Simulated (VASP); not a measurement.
# A VASP study of Hf2Pt (vdW-DF): structure first, properties next, part 2 of 3

Aim: relax Hf2Pt, then compute properties on the relaxed cell. The cell is invented: other elements were put on sites of a known structure type. It may not be a known or stable phase.

VASP 6.6.1; vdW-DF; plane waves and PAW (Hf_pv, Pt); invented cell.

Still holding for the runs below: The k-mesh is coarse for a metal.

So far. Step 2 (First try): The fault in the input: damping step far too long (ALGO = "Damped" and TIME = 8.0). Lower TIME to 0.4 or under.

**3. Relaxing cell and atoms (vdW-DF) (continued)**

Relaxation path:

```
step  energy less that of the first step (eV)  largest force (eV/Å)  pressure (GPa)  volume (Å³)
   1                                   0.0000                0.0000           65.70        49.58
   2                                  -3.3914                0.0000          -24.76       106.16
   3                                  -6.4957                0.0000          -11.14        76.75
   4                                  -6.5017                0.0000          -10.54        75.87
   5                                  -6.5009                0.0000           -9.82        74.89
   6                                  -8.4358                0.0000           -7.42        63.69
   7                                  -8.9572                0.0000           -2.24        59.28
   8                                  -7.8609                0.0000           32.86        50.15
   9                                  -9.1098                0.0000            1.14        57.48
  10                                  -9.1428                0.0000            5.91        55.65
  11                                  -9.1497                0.0000            4.35        56.18
  12                                  -9.1273                0.0000           -2.29        59.28
  13                                  -9.1828                0.0000            1.12        57.51
  14                                  -9.1828                0.0000           -1.10        58.42
  15                                  -9.1854                0.0000           -0.01        57.96
```

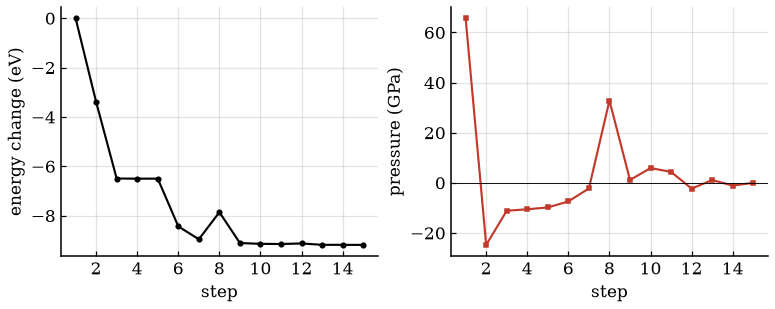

Energy and pressure along the relaxation.

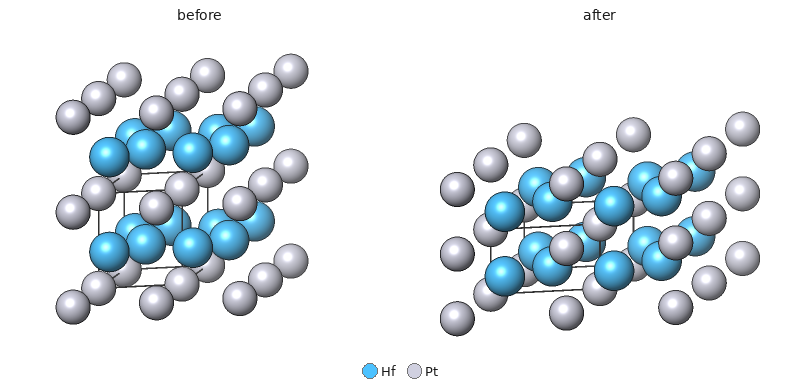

The structure before and after the relaxation, drawn at the same scale.

```
     cell as run  before  after   change
           a (Å)   3.687  4.831  +31.0 %
           b (Å)   3.687  4.831  +31.0 %
           c (Å)   4.211  2.867  -31.9 %
volume (Å³/atom)   16.53  19.32  +16.9 %
```

The relaxed structure:

```xyz
3
Lattice="4.8313 0.0000 0.0000 -2.4157 4.1840 0.0000 0.0000 0.0000 2.8673" Properties=species:S:1:pos:R:3 pbc="T T T"
Hf    0.0000    2.7894    1.4336
Hf    2.4157    1.3947    1.4336
Pt    0.0000    0.0000    0.0000
```

Numbers from this step:

| Property | Result |
| --- | --- |
| electrons | 30 |
| bands | 19 |
| irreducible k-points | 21 |
| symmetry operations | 24 |
| free energy (TOTEN) | -16.11 eV |
| energy at zero smearing | -16.11 eV |
| Fermi energy | 6.858 eV |
| pressure | -0.01115 GPa |
| metallic | yes |
| SCF cycles over all ionic steps | 154 |

It ends with forces that vanish by symmetry and a pressure of -0.01 GPa.

**4. Second relaxation**

A relaxation keeps the plane waves of the cell it began with, so it is repeated from the new cell, on a basis made for it. The mesh changes with the cell too.

The input, INCAR:

```
SYSTEM = Hf2Pt
PREC = Accurate
ENCUT = 400
EDIFF = 1E-06
NELM = 100
ISMEAR = 1
SIGMA = 0.2
LREAL = .FALSE.
ALGO = Normal
GGA = RE
AGGAC = 0
LUSE_VDW = .TRUE.
LASPH = .TRUE.
LORBIT = 11
LWAVE = .FALSE.
LCHARG = .FALSE.
IBRION = 2
NSW = 60
ISIF = 3
EDIFFG = -0.01
```

The input, POSCAR:

```
Hf2Pt
1.0
    4.8313043734     -0.0000000018      0.0000000000
   -2.4156521948      4.1840323229      0.0000000000
    0.0000000000      0.0000000000      2.8672705116
Hf Pt
2 1
Direct
    0.3333333300      0.6666666700      0.5000000000
    0.6666666700      0.3333333300      0.5000000000
    0.0000000000      0.0000000000      0.0000000000
```

The input, KPOINTS:

```
Automatic mesh
0
Gamma
5 5 7
0 0 0
```

PAW data sets: Hf_pv and Pt (PBE family, release 64).

Started as:

```bash
mpirun -np 1 vasp_std
```

The log of the run:

```text
[... set-up lines as in an earlier step ...]
 entering main loop
       N       E                     dE             d eps       ncg     rms          rms(c)
DAV:   1     0.112900292806E+03    0.11290E+03   -0.14279E+04   808   0.122E+03
DAV:   2    -0.118417087697E+02   -0.12474E+03   -0.12066E+03   882   0.293E+02
DAV:   3    -0.173338064398E+02   -0.54921E+01   -0.51451E+01  1045   0.420E+01
DAV:   4    -0.174209133864E+02   -0.87107E-01   -0.86532E-01   932   0.543E+00
DAV:   5    -0.174227478314E+02   -0.18344E-02   -0.18335E-02   953   0.721E-01    0.627E+01
DAV:   6    -0.167750135107E+02    0.64773E+00   -0.81133E+00   819   0.169E+01    0.285E+01
DAV:   7    -0.174410326858E+02   -0.66602E+00   -0.16084E+01   920   0.196E+01    0.258E+01
DAV:   8    -0.161564417671E+02    0.12846E+01   -0.65545E+00   841   0.144E+01    0.277E+00
DAV:   9    -0.161552021203E+02    0.12396E-02   -0.25836E-01   830   0.307E+00    0.124E+00
DAV:  10    -0.161552950774E+02   -0.92957E-04   -0.84999E-03   968   0.488E-01    0.923E-01
DAV:  11    -0.161553534478E+02   -0.58370E-04   -0.46656E-03   968   0.394E-01    0.147E-01
DAV:  12    -0.161551964429E+02    0.15700E-03   -0.86006E-04   920   0.153E-01    0.607E-02
DAV:  13    -0.161551946134E+02    0.18295E-05   -0.27199E-05   873   0.305E-02    0.198E-02
DAV:  14    -0.161551941868E+02    0.42664E-06   -0.64813E-06   870   0.157E-02
   1 F= -.16155194E+02 E0= -.16153032E+02  d E =-.161552E+02
 curvature:   0.00 expect dE= 0.000E+00 dE for cont linesearch  0.000E+00
 trial: gam= 0.00000 g(F)=  0.616E-43 g(S)=  0.609E-02 ort = 0.000E+00 (trialstep = 0.100E+01)
 search vector abs. value=  0.609E-02
 bond charge predicted
       N       E                     dE             d eps       ncg     rms          rms(c)
DAV:   1    -0.162025581725E+02   -0.47364E-01   -0.11654E+00   760   0.837E+00    0.299E+00
DAV:   2    -0.161800724154E+02    0.22486E-01   -0.34253E-01   811   0.345E+00    0.184E+00
DAV:   3    -0.161611706492E+02    0.18902E-01   -0.13768E-01   831   0.196E+00    0.526E-01
DAV:   4    -0.161576817185E+02    0.34889E-02   -0.16436E-02   818   0.752E-01    0.400E-01
DAV:   5    -0.161573738801E+02    0.30784E-03   -0.93777E-04   907   0.190E-01    0.208E-01
DAV:   6    -0.161573638656E+02    0.10014E-04   -0.13148E-04   956   0.737E-02    0.257E-02
DAV:   7    -0.161573638932E+02   -0.27590E-07   -0.86216E-06   892   0.172E-02
   2 F= -.16157364E+02 E0= -.16153929E+02  d E =-.216971E-02
[...]
3 F= -.16157553E+02 E0= -.16154374E+02  d E =-.235844E-02
[...]
4 F= -.16157659E+02 E0= -.16154133E+02  d E =-.106731E-03
 trial-energy change:   -0.000107  1 .order   -0.000096   -0.000865    0.000674
 step:   0.5469(harm=  0.5367)  dis= 0.00000  next Energy=   -16.157802 (dE=-0.250E-03)
 bond charge predicted
       N       E                     dE             d eps       ncg     rms          rms(c)
DAV:   1    -0.161588990091E+02   -0.12400E-02   -0.31358E-02   766   0.135E+00    0.393E-01
DAV:   2    -0.161583164386E+02    0.58257E-03   -0.58477E-03   821   0.474E-01    0.230E-01
DAV:   3    -0.161579074491E+02    0.40899E-03   -0.31124E-03   841   0.282E-01    0.992E-02
DAV:   4    -0.161578079561E+02    0.99493E-04   -0.31968E-04   810   0.118E-01    0.583E-02
DAV:   5    -0.161578036338E+02    0.43222E-05   -0.19478E-05   935   0.247E-02    0.381E-02
DAV:   6    -0.161578021138E+02    0.15200E-05   -0.28411E-06   744   0.100E-02    0.503E-03
DAV:   7    -0.161578020171E+02    0.96677E-07   -0.20954E-07   434   0.293E-03
   5 F= -.16157802E+02 E0= -.16154419E+02  d E =-.249391E-03
 curvature:  -0.31 expect dE=-0.238E-06 dE for cont linesearch -0.345E-07
 trial: gam= 0.00000 g(F)=  0.964E-44 g(S)=  0.779E-06 ort =-0.108E-04 (trialstep = 0.873E+00)
 search vector abs. value=  0.779E-06
 reached required accuracy - stopping structural energy minimisation
```

Elapsed: 2.5 min, on 1 MPI rank of AMD EPYC 7R43, shared host; peak memory 0.28 GiB.

OUTCAR, selected parts (step 4):

```text
  LATTYP: Found a hexagonal cell.
 ALAT       =     4.8313043734
 C/A-ratio  =     0.5934775146

The static configuration has the point symmetry D_6h.

 Found     20 irreducible k-points:

   k-points           NKPTS =     20   k-points in BZ     NKDIM =     20   number of bands    NBANDS=     19

   dimension x,y,z NGX =    32 NGY =   32 NGZ =   20
   dimension x,y,z NGXF=    64 NGYF=   64 NGZF=   40

   ENCUT  =  400.0 eV  29.40 Ry    5.42 a.u.   7.88  7.88  4.68*2*pi/ulx,y,z

   NELECT =      30.0000    total number of electrons

 E-fermi :   6.6930

 k-point     1 :       0.0000    0.0000    0.0000
  band No.  band energies     occupation
    ...
     12       4.7476      2.00000
     13       5.3859      2.00000
     14       5.3859      2.00000
     15       5.4902      2.00000
     16       5.6606      2.00000
     17       7.4666     -0.00000
     18       7.4666     -0.00000
     19      10.2481     -0.00000

 k-point     2 :       0.2000   -0.0000    0.0000
  band No.  band energies     occupation
    ...
     12       4.7189      2.00000
     13       4.7528      2.00000
     14       5.5142      2.00000
     15       5.6326      2.00000
     16       5.8267      2.00000
     17       7.2479     -0.00062
     18       7.3875     -0.00001
     19      10.2992     -0.00000

Total vdW correction in eV:      3.9696013

  Total        0.0044050      0.0044050      0.0031074     -0.0000000      0.0000000      0.0000000
  in kB        0.1210245      0.1210245      0.0853735     -0.0000000      0.0000000      0.0000000
  external PRESSURE =       0.1091409 kB  Pullay stress =       0.0000000 kB

  energy-cutoff  :      400.00
  volume of cell :       58.32
      direct lattice vectors                 reciprocal lattice vectors
     4.856893336 -0.000000002 -0.000000000     0.205892930  0.118872339  0.000000000
    -2.428446676  4.206193015 -0.000000000     0.000000000  0.237744677  0.000000000
     0.000000000 -0.000000000  2.854530478     0.000000000  0.000000000  0.350320309

 POSITION                                       TOTAL-FORCE (eV/Angst)
 -----------------------------------------------------------------------------------
     -0.00000      2.80413      1.42727         0.000000     -0.000000     -0.000000
      2.42845      1.40206      1.42727        -0.000000     -0.000000      0.000000
      0.00000      0.00000      0.00000        -0.000000      0.000000      0.000000
 -----------------------------------------------------------------------------------
    total drift:                               -0.000000      0.000000     -0.000000

  FREE ENERGIE OF THE ION-ELECTRON SYSTEM (eV)
  ---------------------------------------------------
  free  energy   TOTEN  =       -16.1578020171 eV

  energy  without entropy=      -16.1476538238  energy(sigma->0) =      -16.15441929

Total vdW correction in eV:      3.9696001

 total charge
# of ion       s       p       d       tot
------------------------------------------
    1        0.372   6.340   1.732   8.444
    2        0.372   6.340   1.732   8.444
    3        0.667   0.573   7.925   9.166
--------------------------------------------------
tot          1.410  13.253  11.389  26.053

[... 2 parts as in an earlier step ...]

[... 7 further parts left out ...]
```

The steps of the relaxation:

```
step  energy less that of the first step (eV)  largest force (eV/Å)  pressure (GPa)  volume (Å³)
   1                                   0.0000                0.0000            0.60        57.96
   2                                  -0.0022                0.0000           -0.57        58.57
   3                                  -0.0024                0.0000           -0.29        58.43
   4                                  -0.0025                0.0000            0.24        58.23
   5                                  -0.0026                0.0000            0.01        58.32
```

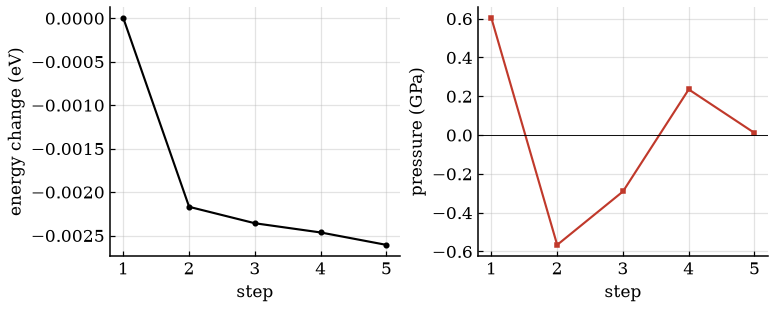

Energy and pressure along the relaxation.

```
conventional cell, symmetrised  before  after  change
                         a (Å)   4.831  4.857  +0.5 %
                         b (Å)   4.831  4.857  +0.5 %
                         c (Å)   2.867  2.855  -0.4 %
              volume (Å³/atom)   19.32  19.44  +0.6 %
```

The relaxed structure:

```cif
data_structure
_symmetry_space_group_name_H-M 'P 1'
_symmetry_Int_Tables_number 1
_cell_length_a 4.8569
_cell_length_b 4.8569
_cell_length_c 2.8545
_cell_angle_alpha 90.000
_cell_angle_beta 90.000
_cell_angle_gamma 120.000
_cell_volume 58.32
loop_
_atom_site_label
_atom_site_type_symbol
_atom_site_fract_x
_atom_site_fract_y
_atom_site_fract_z
_atom_site_occupancy
Hf1 Hf 0.33333 0.66667 0.50000 1
Hf2 Hf 0.66667 0.33333 0.50000 1
Pt3 Pt 0.00000 0.00000 0.00000 1
```

Numbers from this step:

* irreducible k-points: 20
* free energy (TOTEN): -16.16 eV
* energy at zero smearing: -16.15 eV
* Fermi energy: 6.693 eV
* pressure: 0.01091 GPa
* SCF cycles over all ionic steps: 42

It ends with forces that vanish by symmetry and a pressure of 0.01 GPa.

**5. Density, ELF and potential (vdW-DF)**

The relaxed cell gets a fresh self-consistent run, on a basis set for its own volume, to fix the density and to check the remaining stress.

Changes to INCAR since step 4:

```diff
@@ -15,6 +15,5 @@
 LWAVE = .FALSE.
-LCHARG = .FALSE.
-IBRION = 2
-NSW = 60
-ISIF = 3
-EDIFFG = -0.01
+LCHARG = .TRUE.
+ISIF = 2
+LELF = .TRUE.
+LVHAR = .TRUE.
```

The input, POSCAR:

```
Hf2Pt
1.0
    4.8568933365     -0.0000000019      0.0000000000
   -2.4284466764      4.2061930150      0.0000000000
    0.0000000000      0.0000000000      2.8545304781
Hf Pt
2 1
Direct
    0.3333333300      0.6666666700      0.5000000000
    0.6666666700      0.3333333300      0.5000000000
    0.0000000000      0.0000000000      0.0000000000
```

KPOINTS is that of step 4.

Started as:

```bash
mpirun -np 1 vasp_std
```

The log of the run:

```text
[... set-up lines as in an earlier step ...]
 entering main loop
       N       E                     dE             d eps       ncg     rms          rms(c)
DAV:   1     0.111720339219E+03    0.11172E+03   -0.14358E+04   808   0.122E+03
DAV:   2    -0.118909916588E+02   -0.12361E+03   -0.11881E+03   882   0.292E+02
DAV:   3    -0.173281016416E+02   -0.54371E+01   -0.51194E+01  1053   0.417E+01
DAV:   4    -0.174273860166E+02   -0.99284E-01   -0.98336E-01   919   0.557E+00
DAV:   5    -0.174295210414E+02   -0.21350E-02   -0.21334E-02   949   0.768E-01    0.624E+01
DAV:   6    -0.167657783439E+02    0.66374E+00   -0.77885E+00   822   0.168E+01    0.285E+01
DAV:   7    -0.174293313415E+02   -0.66355E+00   -0.15673E+01   929   0.194E+01    0.257E+01
DAV:   8    -0.161604162455E+02    0.12689E+01   -0.66211E+00   856   0.143E+01    0.269E+00
DAV:   9    -0.161583827533E+02    0.20335E-02   -0.29645E-01   842   0.325E+00    0.129E+00
DAV:  10    -0.161584117871E+02   -0.29034E-04   -0.17160E-02   941   0.677E-01    0.803E-01
DAV:  11    -0.161581495395E+02    0.26225E-03   -0.63422E-03   938   0.440E-01    0.169E-01
DAV:  12    -0.161580301690E+02    0.11937E-03   -0.55884E-04   925   0.129E-01    0.617E-02
DAV:  13    -0.161580278595E+02    0.23095E-05   -0.46846E-05   991   0.342E-02    0.121E-02
DAV:  14    -0.161580269855E+02    0.87409E-06   -0.99898E-06   904   0.185E-02
   1 F= -.16158027E+02 E0= -.16154645E+02  d E =-.101474E-01
```

Wall time 40 s (1 MPI rank); peak memory 0.28 GiB.

From OUTCAR (step 5):

```text
  LATTYP: Found a hexagonal cell.
 ALAT       =     4.8568933365
 C/A-ratio  =     0.5877276441

The static configuration has the point symmetry D_6h.

 Found     20 irreducible k-points:

   ENCUT  =  400.0 eV  29.40 Ry    5.42 a.u.   7.92  7.92  4.66*2*pi/ulx,y,z

   NELECT =      30.0000    total number of electrons

 E-fermi :   6.6931

 k-point     1 :       0.0000    0.0000    0.0000
  band No.  band energies     occupation
    ...
     12       4.7479      2.00000
     13       5.3859      2.00000
     14       5.3859      2.00000
     15       5.4904      2.00000
     16       5.6607      2.00000
     17       7.4666     -0.00000
     18       7.4666     -0.00000
     19      10.2481     -0.00000

 k-point     2 :       0.2000    0.0000    0.0000
  band No.  band energies     occupation
    ...
     12       4.7192      2.00000
     13       4.7530      2.00000
     14       5.5143      2.00000
     15       5.6326      2.00000
     16       5.8267      2.00000
     17       7.2479     -0.00063
     18       7.3876     -0.00001
     19      10.3149     -0.00000

Total vdW correction in eV:      3.9695452

  Total       -0.0022548     -0.0022548     -0.0009507      0.0000000      0.0000000     -0.0000000
  in kB       -0.0619501     -0.0619501     -0.0261202      0.0000000      0.0000000     -0.0000000
  external PRESSURE =      -0.0500068 kB  Pullay stress =       0.0000000 kB

  energy-cutoff  :      400.00
  volume of cell :       58.32
      direct lattice vectors                 reciprocal lattice vectors
     4.856893336 -0.000000002  0.000000000     0.205892930  0.118872339  0.000000000
    -2.428446676  4.206193015  0.000000000     0.000000000  0.237744677  0.000000000
     0.000000000  0.000000000  2.854530478     0.000000000  0.000000000  0.350320309

 POSITION                                       TOTAL-FORCE (eV/Angst)
 -----------------------------------------------------------------------------------
     -0.00000      2.80413      1.42727         0.000000      0.000000      0.000000
      2.42845      1.40206      1.42727        -0.000000     -0.000000      0.000000
      0.00000      0.00000      0.00000        -0.000000     -0.000000      0.000000
 -----------------------------------------------------------------------------------
    total drift:                               -0.000000      0.000000     -0.000000

  FREE ENERGIE OF THE ION-ELECTRON SYSTEM (eV)
  ---------------------------------------------------
  free  energy   TOTEN  =       -16.1580269855 eV

  energy  without entropy=      -16.1478795933  energy(sigma->0) =      -16.15464452

Total vdW correction in eV:      3.9695892

 total charge
# of ion       s       p       d       tot
------------------------------------------
    1        0.372   6.340   1.732   8.444
    2        0.372   6.340   1.732   8.444
    3        0.667   0.573   7.925   9.165
--------------------------------------------------
tot          1.410  13.253  11.389  26.052

[... 3 parts as in an earlier step ...]

[... 7 further parts left out ...]
```

Numbers from this step:

```yaml
scf_cycles: 14
pressure: -0.005001 GPa
```

Valence electrons inside each PAW sphere by angular momentum. Sphere charges, by row:

```
atom  s (e)  p (e)  d (e)  tot (e)
 Hf1  0.372   6.34  1.732    8.444
 Hf2  0.372   6.34  1.732    8.444
 Pt3  0.667  0.573  7.925    9.165
```

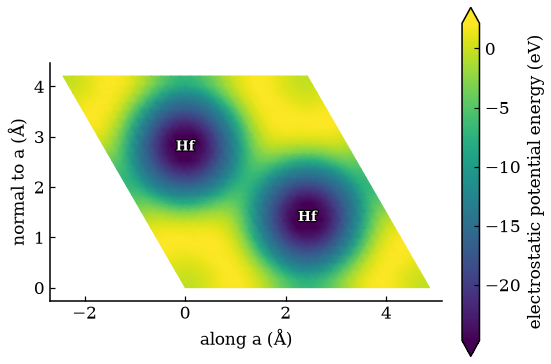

Electrostatic potential energy in the ab plane at fractional z = 0.500, with atoms of Hf within 0.2 Å of it. With pseudopotentials it is smooth inside the atoms' cores, unlike the true potential.

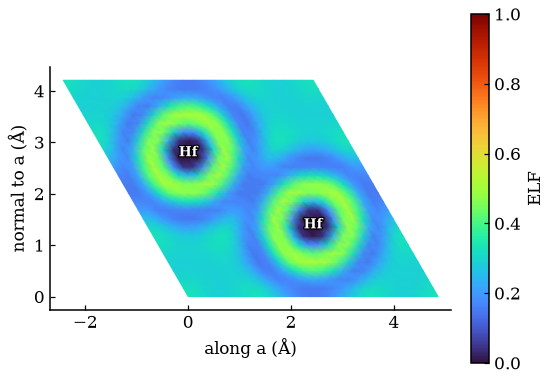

ELF in the ab plane at fractional z = 0.500, with atoms of Hf within 0.2 Å of it. It is the smooth field of the valence electrons, not physical close to the nuclei.

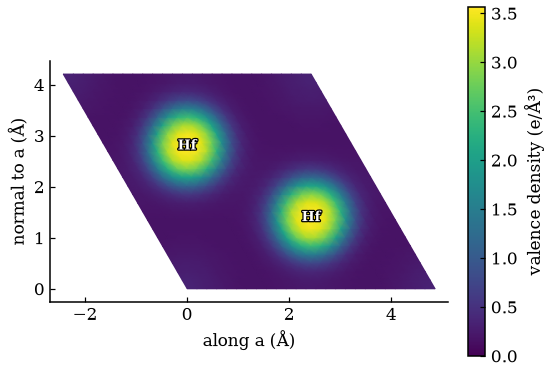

Valence density in the ab plane at fractional z = 0.500, with atoms of Hf within 0.2 Å of it. It is the smooth field of the valence electrons, not physical close to the nuclei.

In this run the pressure is -0.01 GPa, small enough to go on.

(Part 2 of 3 ends here.)

[Lines on the potential files, build, host, timing and source positions are cut from VASP's logs without a mark.]

[Logs are printed without paths, hosts, clocks, repeated set-up lines and the standing remarks that a program may print on its own settings, such as how far it seeks lower states.]

[Hosts, paths, dates, database ids (printed as entryN), source tags and the programs' standing remarks are cut or masked in the printed files.]

[A measured line is paired with the nearest computed mode of its activity, which favours agreement.]
